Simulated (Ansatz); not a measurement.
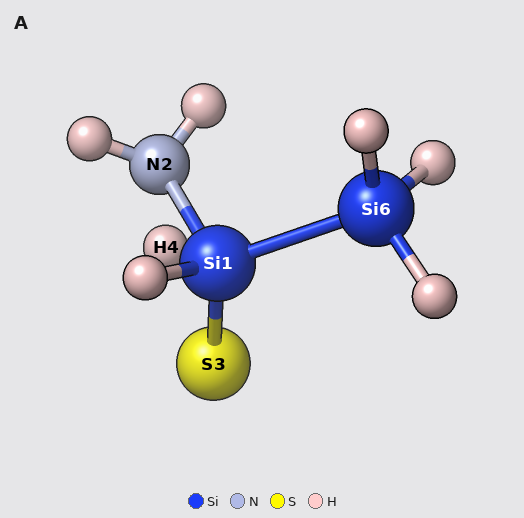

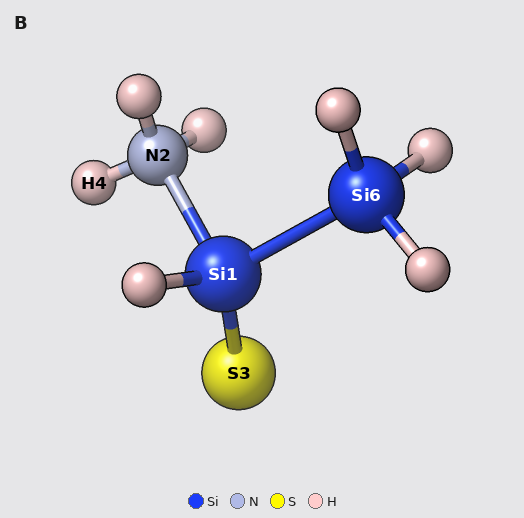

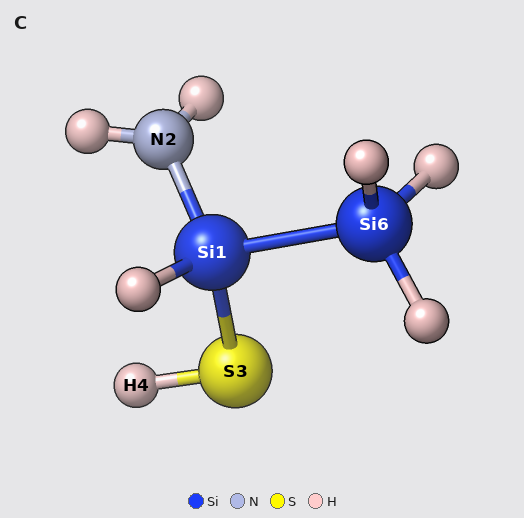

Three stationary points along one reaction path, in mixed order. Sticks follow a distance rule, so a partial bond may show as a full stick or not at all. Charge 0, singlet. Geometries: PBE0-D4/def2-TZVP; all other levels are single points on them, and energies count from the start as drawn. Program: Ansatz 0.2.0. In CBS estimates cores are frozen, and CCSD(T) − MP2 is taken in the smaller basis.

### Which panel shows the transition state?

A.

### Which bonds form and which break from C to B?

Formed: N2–H4; broken: S3–H4. At the saddle point N2···H4 is 1.34 Å, S3···H4 is 1.67 Å.

Give the electronic barrier and the reaction energy from C to B in kJ/mol (no zero-point energy) with CCSD(T)/CBS (MP2 limit from def2-TZVPP and def2-QZVPP plus CCSD(T) − MP2); CAM-B3LYP-D4/def2-TZVPP; direct RPA on PBE orbitals (frozen core)/def2-TZVPP; B97M-V/def2-TZVPP; PBE-QIDH (frozen core)/def2-TZVPP.

| level | barrier | reaction energy |
| --- | --- | --- |
| CCSD(T)/CBS (MP2 limit from def2-TZVPP and def2-QZVPP plus CCSD(T) − MP2) | 117.2 | +47.3 |
| CAM-B3LYP-D4/def2-TZVPP | 123.4 | +55.5 |
| direct RPA on PBE orbitals (frozen core)/def2-TZVPP | 121.3 | +52.4 |
| B97M-V/def2-TZVPP | 110.3 | +39.1 |
| PBE-QIDH (frozen core)/def2-TZVPP | 113.1 | +46.3 |
